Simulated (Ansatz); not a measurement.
# CH₆Al₂O: geometry relaxation (part 1 of 2)

System: CH₆Al₂O, SMILES [AlH2][CH2][O][AlH2].
Method: RHF/def2-SVP (Ansatz 0.2.0).

It belongs to a series of runs on one base structure; here: end point B relaxed.

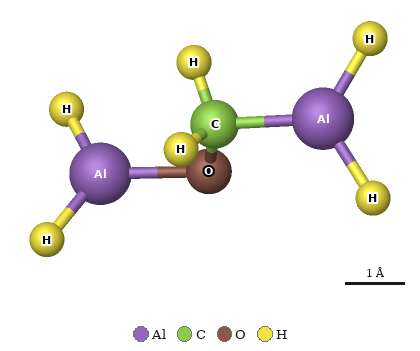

Fig. 1: The input geometry (ball-and-stick view, seen at a tilt). Sticks mark near contacts. Bond lengths as drawn: Al–C 1.93 Å, Al–H 1.53 to 1.65 Å, Al–O 1.91 Å, C–H 1.13 Å and C–O 1.42 Å.

### Input
```yaml
crystal:
  periodic: [false, false, false]
  atoms:
    - { symbol: Al, position_ang: [-0.9608, 1.9299, 0.2845] }
    - { symbol: C, position_ang: [0.2046, 0.4057, 0.1033] }
    - { symbol: O, position_ang: [-0.5932, -0.7215, -0.224] }
    - { symbol: Al, position_ang: [0.6231, -2.1892, -0.3778] }
    - { symbol: H, position_ang: [-1.0905, 2.7676, 1.6344] }
    - { symbol: H, position_ang: [-1.9036, 2.4414, -0.9724] }
    - { symbol: H, position_ang: [0.9611, 0.6455, -0.7023] }
    - { symbol: H, position_ang: [0.7642, 0.3055, 1.0756] }
    - { symbol: H, position_ang: [0.99851, -2.98152, 0.87256] }
    - { symbol: H, position_ang: [1.32296, -2.44077, -1.80653] }
basis:
  gaussian: { orbitals: def2-SVP }
hamiltonian:
  xc: hf
relax:
  f_tol: 0.015
  max_steps: 40
```

Command:
```bash
ansatz run input.yaml --threads 1 --pin off --max-ram 2048MiB --backend cpu --events-out ev --progress --plain --runs-dir out
```

### Output
```
The last accepted step is kept in [file] (removed where the run ends without a failure and the disk answers)
Engine: ansatz 0.2.0, aarch64-unknown-linux-gnu
Functional definition: HF
  exchange = exact_x
  correlation = 0
970 factors; integrals over basis functions are off by at most 3.7e-4 eV
mean field evaluation 1: about -16317.9519 eV, gradient 3.4e1 eV
mean field evaluation 2: about -16318.0174 eV, gradient 3.4e1 eV
mean field evaluation 4: about -16320.9726 eV, gradient 3.3e0 eV
mean field evaluation 8: about -16321.0204 eV, gradient 2.0e-1 eV
mean field -16321.02060729 eV, -599.7864445330 hartree, gradient 1.8e-5 eV, S^2 0.000000; 0 other end points of the search recorded, 0 dependent functions left out
the calculation of the forces begins
reference -16321.02060729 eV, -599.7864445330 hartree; 23, 23 occupied and 71, 71 virtual orbitals, 970 factors
relax step   1: F+E_penalty+E_count = -16321.02060729 eV  Δ(F+E_penalty+E_count) = +0.000e0 eV  max|allowed force component| = 2.564e0 eV/Å  Δτ_max = 0.0000 Å  (34 SCF iters, accepted)
these checks for a lower state are left out or cut short: starts, cluster_reference, orbital_swaps, neighbouring_geometries, increment
970 factors; integrals over basis functions are off by at most 3.9e-4 eV
mean field evaluation 16: about -16321.4552 eV, gradient 5.2e-4 eV
mean field -16321.45524352 eV, -599.8024171197 hartree, gradient 4.4e-5 eV, S^2 0.000000; 0 other end points of the search recorded, 0 dependent functions left out
[... from here on the field's lines of each further geometry are left out, up to the last ...]
relax step   2: F+E_penalty+E_count = -16321.45524352 eV  Δ(F+E_penalty+E_count) = -4.346e-1 eV  max|allowed force component| = 1.500e0 eV/Å  Δτ_max = 0.1067 Å  (31 SCF iters, accepted)
relax step   3: F+E_penalty+E_count = -16321.58589242 eV  Δ(F+E_penalty+E_count) = -1.306e-1 eV  max|allowed force component| = 5.607e-1 eV/Å  Δτ_max = 0.1011 Å  (31 SCF iters, accepted)
relax step   4: F+E_penalty+E_count = -16321.67623996 eV  Δ(F+E_penalty+E_count) = -9.035e-2 eV  max|allowed force component| = 2.996e-1 eV/Å  Δτ_max = 0.2000 Å  (31 SCF iters, accepted)
relax step   5: F+E_penalty+E_count = -16321.73196126 eV  Δ(F+E_penalty+E_count) = -5.572e-2 eV  max|allowed force component| = 3.094e-1 eV/Å  Δτ_max = 0.1365 Å  (31 SCF iters, accepted)
relax step   6: F+E_penalty+E_count = -16321.79238864 eV  Δ(F+E_penalty+E_count) = -6.043e-2 eV  max|allowed force component| = 3.359e-1 eV/Å  Δτ_max = 0.1951 Å  (31 SCF iters, accepted)
relax step   7: F+E_penalty+E_count = -16321.85578709 eV  Δ(F+E_penalty+E_count) = -6.340e-2 eV  max|allowed force component| = 5.567e-1 eV/Å  Δτ_max = 0.1993 Å  (31 SCF iters, accepted)
relax step   8: F+E_penalty+E_count = -16321.92227772 eV  Δ(F+E_penalty+E_count) = -6.649e-2 eV  max|allowed force component| = 4.853e-1 eV/Å  Δτ_max = 0.1950 Å  (31 SCF iters, accepted)
relax step   9: F+E_penalty+E_count = -16322.04232321 eV  Δ(F+E_penalty+E_count) = -1.200e-1 eV  max|allowed force component| = 5.206e-1 eV/Å  Δτ_max = 0.1954 Å  (31 SCF iters, accepted)
relax step  10: F+E_penalty+E_count = -16322.16893089 eV  Δ(F+E_penalty+E_count) = -1.266e-1 eV  max|allowed force component| = 5.138e-1 eV/Å  Δτ_max = 0.1953 Å  (30 SCF iters, accepted)
relax step  11: F+E_penalty+E_count = -16322.18133375 eV  Δ(F+E_penalty+E_count) = -1.240e-2 eV  max|allowed force component| = 3.809e-1 eV/Å  Δτ_max = 0.2000 Å  (31 SCF iters, accepted)
relax step  12: F+E_penalty+E_count = -16322.20658985 eV  Δ(F+E_penalty+E_count) = -2.526e-2 eV  max|allowed force component| = 2.816e-1 eV/Å  Δτ_max = 0.0903 Å  (31 SCF iters, accepted)
relax step  13: F+E_penalty+E_count = -16322.23391068 eV  Δ(F+E_penalty+E_count) = -2.732e-2 eV  max|allowed force component| = 1.956e-1 eV/Å  Δτ_max = 0.1997 Å  (30 SCF iters, accepted)
relax step  14: F+E_penalty+E_count = -16322.25068122 eV  Δ(F+E_penalty+E_count) = -1.677e-2 eV  max|allowed force component| = 3.958e-1 eV/Å  Δτ_max = 0.1975 Å  (30 SCF iters, accepted)
relax step  15: F+E_penalty+E_count = -16322.25990778 eV  Δ(F+E_penalty+E_count) = -9.227e-3 eV  max|allowed force component| = 3.138e-1 eV/Å  Δτ_max = 0.1951 Å  (30 SCF iters, accepted)
relax step  16: F+E_penalty+E_count = -16322.25771667 eV  Δ(F+E_penalty+E_count) = +2.191e-3 eV  max|allowed force component| = 3.539e-1 eV/Å  Δτ_max = 0.1604 Å  (31 SCF iters, rejected (line search))
relax step  17: F+E_penalty+E_count = -16322.27548940 eV  Δ(F+E_penalty+E_count) = -1.558e-2 eV  max|allowed force component| = 7.918e-2 eV/Å  Δτ_max = 0.0779 Å  (32 SCF iters, accepted)
relax step  18: F+E_penalty+E_count = -16322.28203743 eV  Δ(F+E_penalty+E_count) = -6.548e-3 eV  max|allowed force component| = 4.658e-2 eV/Å  Δτ_max = 0.1000 Å  (32 SCF iters, accepted)
relax step  19: F+E_penalty+E_count = -16322.28940818 eV  Δ(F+E_penalty+E_count) = -7.371e-3 eV  max|allowed force component| = 6.710e-2 eV/Å  Δτ_max = 0.1464 Å  (31 SCF iters, accepted)
relax step  20: F+E_penalty+E_count = -16322.29411458 eV  Δ(F+E_penalty+E_count) = -4.706e-3 eV  max|allowed force component| = 1.935e-1 eV/Å  Δτ_max = 0.1976 Å  (30 SCF iters, accepted)
relax step  21: F+E_penalty+E_count = -16322.28833198 eV  Δ(F+E_penalty+E_count) = +5.783e-3 eV  max|allowed force component| = 3.864e-1 eV/Å  Δτ_max = 0.1287 Å  (31 SCF iters, rejected (line search))
relax step  22: F+E_penalty+E_count = -16322.29848563 eV  Δ(F+E_penalty+E_count) = -4.371e-3 eV  max|allowed force component| = 4.121e-2 eV/Å  Δτ_max = 0.0643 Å  (31 SCF iters, accepted)
relax step  23: F+E_penalty+E_count = -16322.29923050 eV  Δ(F+E_penalty+E_count) = -7.449e-4 eV  max|allowed force component| = 1.350e-1 eV/Å  Δτ_max = 0.0942 Å  (31 SCF iters, accepted)
relax step  24: F+E_penalty+E_count = -16322.29641407 eV  Δ(F+E_penalty+E_count) = +2.816e-3 eV  max|allowed force component| = 2.153e-1 eV/Å  Δτ_max = 0.1449 Å  (31 SCF iters, rejected (line search))
relax step  25: F+E_penalty+E_count = -16322.30091988 eV  Δ(F+E_penalty+E_count) = -1.689e-3 eV  max|allowed force component| = 2.508e-2 eV/Å  Δτ_max = 0.0707 Å  (33 SCF iters, accepted)
relax step  26: F+E_penalty+E_count = -16322.30113727 eV  Δ(F+E_penalty+E_count) = -2.174e-4 eV  max|allowed force component| = 2.425e-2 eV/Å  Δτ_max = 0.0669 Å  (31 SCF iters, accepted)
the calculation of the forces begins
reference -16322.30122157 eV, -599.8335062394 hartree; 23, 23 occupied and 71, 71 virtual orbitals, 970 factors
relax step  27: F+E_penalty+E_count = -16322.30122157 eV  Δ(F+E_penalty+E_count) = -8.430e-5 eV  max|allowed force component| = 1.120e-2 eV/Å  Δτ_max = 0.0031 Å  (25 SCF iters, accepted)
```

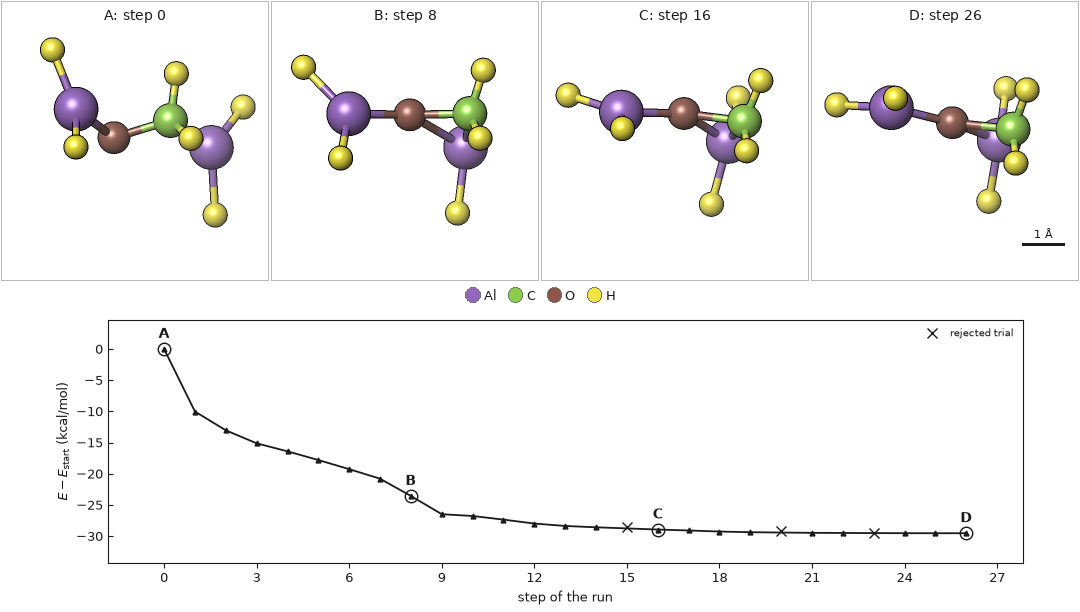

Fig. 2: Frames of the relaxation (ball-and-stick view, seen at a tilt) above the curves, on which the letters mark them (the first geometry is step 0 here and step 1 in the log).

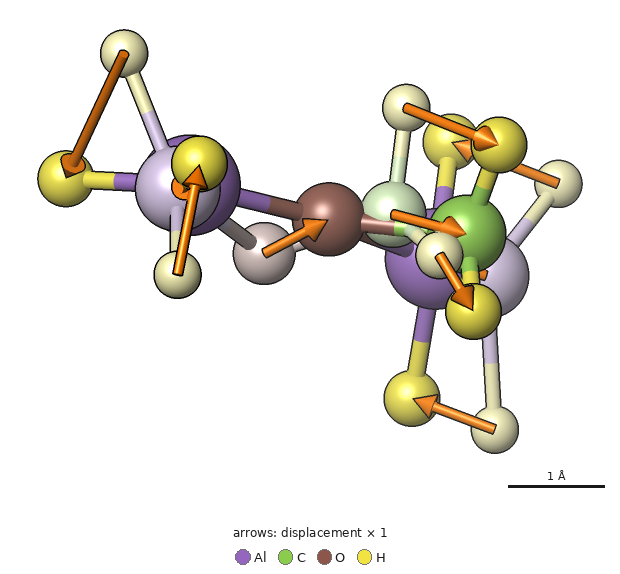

Fig. 3: Start (faint) and end (solid) with the displacements as orange arrows, at true length (ball-and-stick view, seen at a tilt). The two geometries are laid on each other by the best rigid fit. After 26 geometry steps the energy has fallen by 29.5 kcal/mol. Largest force component: 2.6 eV/Å at the start, 0.011 eV/Å at the end. The line search rejected the trial steps at points 15, 20, 23 (counted from 0) and went back. The atom that moves furthest after the best rigid fit is H9 (1.95 Å). By element the largest moves are H 1.95 Å, C 0.94 Å, O 0.80 Å, Al 0.57 Å. Distances before and after: Al1–O3 2.725 → 1.918 Å, O3–Al4 1.912 → 1.723 Å, C2–O3 1.419 → 1.511 Å, Al1–H6 1.652 → 1.584 Å. New bonds form: Al1–O3 (2.72 → 1.92 Å). Among the angles that change: Al1–C2–O3 108.1° → 65.8°, C2–O3–Al4 105.7° → 134.5°, Al1–C2–H8 106.8° → 124.0°. (Atoms are counted from 1 in the order of the input.)

```
970 factors; integrals over basis functions are off by at most 4.2e-4 eV
mean field -16322.30122157 eV, -599.8335062394 hartree, gradient 1.2e-5 eV, S^2 0.000000; 1 other end points of the search recorded, 0 dependent functions left out
the calculation of the forces begins
reference -16322.30122157 eV, -599.8335062394 hartree; 23, 23 occupied and 71, 71 virtual orbitals, 970 factors
Total energy: -16322.30122157 eV, -599.8335062394 hartree
Atom 0 at    -0.999614     1.361109     0.376397 Å, force    -0.011202     0.002671     0.001298 eV/Å
Atom 1 at     0.838972     1.008957    -0.179268 Å, force    -0.002161    -0.004761    -0.003947 eV/Å
Atom 2 at    -0.006466    -0.232777    -0.015541 Å, force     0.003302     0.001763     0.000366 eV/Å
Atom 3 at     0.277871    -1.921521    -0.209649 Å, force     0.000446    -0.002012    -0.004370 eV/Å
Atom 4 at    -1.329391     1.501700     1.919480 Å, force    -0.000571    -0.000894    -0.004351 eV/Å
Atom 5 at    -2.095239     1.676096    -0.724031 Å, force     0.004605    -0.003703     0.006145 eV/Å
Atom 6 at     1.183232     1.057051    -1.209854 Å, force     0.004778     0.000800     0.004865 eV/Å
Atom 7 at     1.680155     0.944940     0.507033 Å, force     0.004943     0.000952    -0.004147 eV/Å
Atom 8 at    -0.935348    -2.867690     0.089423 Å, force     0.004329     0.003018    -0.000528 eV/Å
Atom 9 at     1.712198    -2.365257    -0.666662 Å, force    -0.008468     0.002166     0.004668 eV/Å
Dipole moment:     0.404967    -0.431019    -0.144874 e Å
```

### Trajectory as extended XYZ (Å, eV, eV/Å), 27 frames, from step=1 to step=27
```
10
Properties=species:S:1:pos:R:3:forces:R:3 step=1 energy=-16321.02061
Al   -0.9608    1.9299    0.2845   -1.4667   1.0797  -0.5469
C     0.2046    0.4057    0.1033    1.1799   0.0550  -0.0524
O    -0.5932   -0.7215   -0.2240    2.3696  -2.4427  -0.0693
Al    0.6231   -2.1892   -0.3778   -1.8565   2.5643  -0.8722
H    -1.0905    2.7676    1.6344    0.1089  -0.1229  -0.0584
H    -1.9036    2.4414   -0.9724    0.5461  -0.3155   0.6069
H     0.9611    0.6455   -0.7023   -0.3722  -0.3606   0.6732
H     0.7642    0.3055    1.0756   -0.2053  -0.2617  -0.7541
H     0.9985   -2.9815    0.8726    0.0398  -0.3198   0.5962
H     1.3230   -2.4408   -1.8065   -0.3435   0.1243   0.4769
10
Properties=species:S:1:pos:R:3:forces:R:3 step=2 energy=-16321.45524
Al   -1.0318    1.9154    0.2684   -0.0673   0.2582   0.0420
C     0.2443    0.4284    0.1017    0.7184   0.0560   0.0846
O    -0.5057   -0.7338   -0.2180    1.1874  -1.5000  -0.1645
Al    0.6126   -2.1382   -0.3851   -1.3606   1.4065  -0.0102
H    -1.1045    2.7222    1.6335   -0.0989  -0.0288  -0.0324
H    -1.8867    2.3742   -0.9779   -0.0590  -0.0428   0.0208
H     1.0120    0.6421   -0.6738   -0.2242  -0.0123   0.1075
H     0.8256    0.2874    1.0373   -0.2038   0.0715  -0.1514
H     0.9246   -2.9562    0.9077    0.0660  -0.1312   0.0723
H     1.2359   -2.3790   -1.8065    0.0420  -0.0772   0.0312
10
Properties=species:S:1:pos:R:3:forces:R:3 step=3 energy=-16321.58589
Al   -1.0215    1.9115    0.2589    0.0625  -0.1126   0.1781
C     0.3333    0.4586    0.1045   -0.0589   0.5110   0.0725
O    -0.4063   -0.7221   -0.2038   -0.1174   0.5160   0.0947
Al    0.5312   -2.1193   -0.3965    0.3273  -0.5607   0.0828
H    -1.1958    2.6892    1.6312   -0.0101  -0.0244  -0.0325
H    -1.9229    2.2990   -0.9666   -0.0654   0.0019  -0.1331
H     1.0800    0.6835   -0.6735   -0.0308  -0.0967  -0.0175
H     0.8975    0.3432    1.0427   -0.0432  -0.0525  -0.0404
H     0.8534   -2.9811    0.8858   -0.0632  -0.0708  -0.0786
H     1.1777   -2.4000   -1.7953   -0.0008  -0.1112  -0.1260
10
Properties=species:S:1:pos:R:3:forces:R:3 step=4 energy=-16321.67624
Al   -1.0562    1.8702    0.2783    0.1886   0.0352  -0.0948
C     0.4561    0.5984    0.1300    0.1254  -0.2632  -0.0804
O    -0.2618   -0.6141   -0.1584    0.2429   0.0040   0.1133
Al    0.5218   -2.1211   -0.3964   -0.2996  -0.1020  -0.0055
H    -1.3354    2.6478    1.6300   -0.0654  -0.0764   0.0138
H    -1.9515    2.1315   -0.9923   -0.0675  -0.0172  -0.0079
H     1.2014    0.7768   -0.6610   -0.1419   0.2121   0.0930
H     1.0257    0.4674    1.0602   -0.0213   0.1510   0.0107
H     0.6969   -3.0945    0.8343    0.0042   0.0443  -0.0397
H     1.0293   -2.4998   -1.8374    0.0346   0.0122  -0.0024
10
Properties=species:S:1:pos:R:3:forces:R:3 step=5 energy=-16321.73196
Al   -1.0559    1.8175    0.2691    0.2095   0.0606  -0.0776
C     0.5414    0.6632    0.1400    0.1629   0.0606  -0.0757
O    -0.1781   -0.5516   -0.1071    0.1116  -0.3094   0.0577
Al    0.4726   -2.1141   -0.3911   -0.2066  -0.0220   0.0167
H    -1.4203    2.5409    1.6300   -0.0962  -0.0931   0.0223
H    -1.9426    2.0377   -1.0176   -0.0445  -0.0328   0.0069
H     1.2583    0.8452   -0.6735   -0.0928   0.1143   0.1030
H     1.1239    0.5618    1.0647   -0.0057   0.1114  -0.0373
H     0.5932   -3.1238    0.8183   -0.0298   0.0614  -0.0506
H     0.9339   -2.5143   -1.8455   -0.0082   0.0492   0.0347
10
Properties=species:S:1:pos:R:3:forces:R:3 step=6 energy=-16321.79239
Al   -1.0233    1.7965    0.2501   -0.0971  -0.1594   0.1504
C     0.6303    0.7261    0.1344    0.1075   0.2130  -0.0193
O    -0.0910   -0.5011   -0.0428    0.1199  -0.3358   0.0384
Al    0.4232   -2.1089   -0.3731   -0.1610   0.1562   0.0645
H    -1.5412    2.3883    1.6431    0.0877  -0.1203  -0.1744
H    -1.9304    1.9533   -1.0352    0.0566   0.0367  -0.0155
H     1.3135    0.8981   -0.7056   -0.0355   0.0045   0.0466
H     1.2342    0.6691    1.0479   -0.0066   0.0639  -0.0722
H     0.4701   -3.1551    0.8124   -0.0515   0.0887  -0.0831
H     0.8409   -2.5037   -1.8440   -0.0200   0.0524   0.0646
10
Properties=species:S:1:pos:R:3:forces:R:3 step=7 energy=-16321.85579
Al   -1.0430    1.6888    0.2473    0.3261  -0.0654   0.2217
C     0.7270    0.7987    0.1264   -0.1637   0.5567   0.1214
O     0.0134   -0.4491    0.0472   -0.0821  -0.4784  -0.0109
Al    0.3631   -2.0924   -0.3464   -0.0170   0.2556   0.1739
H    -1.6346    2.2128    1.6566    0.1412  -0.2933  -0.3617
H    -1.8838    1.8976   -1.0788    0.0093  -0.0821   0.0508
H     1.3542    0.9582   -0.7569   -0.0346  -0.1049   0.0584
H     1.3660    0.8085    1.0186   -0.0571  -0.0410  -0.1793
H     0.3149   -3.1865    0.8018   -0.0862   0.1805  -0.1295
H     0.7491   -2.4740   -1.8285   -0.0359   0.0724   0.0551
```
